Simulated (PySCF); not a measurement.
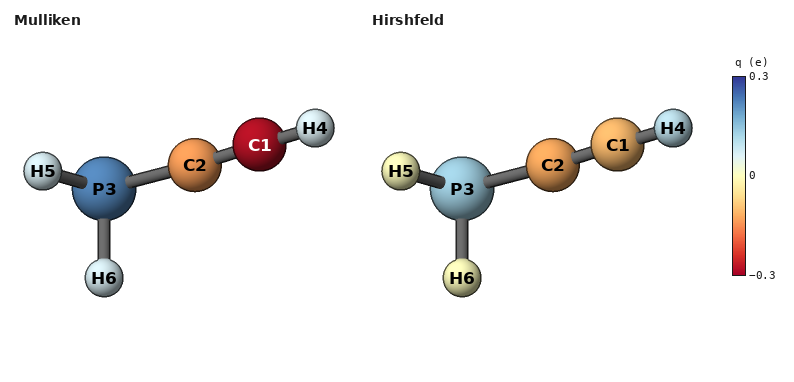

Atomic charges of one calculation by 2 schemes, on one colour scale. The computed structure is the end point of a GFN2-xTB optimisation. No frequency run is at hand to confirm it as a minimum. Computed with PBE0/pcSseg-1 (PySCF 2.14.0).

**Which scheme gives the most polar picture (largest mean size of the charges)?**

The Mulliken charges are the largest in size here.

**On which atom do the schemes disagree most?**

On C1 (from −0.27 to −0.10 e).

List the charges (e), one line for each set of equivalent atoms.

```csv
atom,Mulliken,Hirshfeld
C1,−0.27,−0.10
C2,−0.13,−0.12
P3,0.22,0.13
H4,0.06,0.10
"H5, H6",0.06,0.00
```

The geometry is semi-empirical. Around P such bond lengths and angles can be off by a tenth of an ångström or more and by several degrees, and values that hang on the shape move with them.
